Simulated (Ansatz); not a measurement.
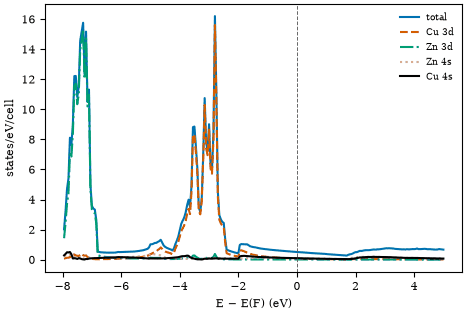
Total and projected density of states of ZnCu (CsCl type, space group No. 221), DFT-PBE in the program Ansatz with PAW potentials

Q: Which orbitals carry the states next to the Fermi level?

A: Within 0.5 eV of the Fermi level: Cu 4s 18 %, Zn 4s 17 %, Cu 3d 15 %, outside the projected shells 49 %. Projections are on Löwdin-orthogonalised atomic valence shells; empty p or d shells of many metals are not among them.

Q: Where is the tallest occupied peak in this window, and what makes it?

A: Near -2.8 eV, about 16 states/eV per cell; the largest projected share is Cu 3d.

Space group Pm-3m (CsCl type). Symmetry was held in the PBE relaxation. The run is not spin-polarised.

Potentials: the later of the program's two PAW sets.
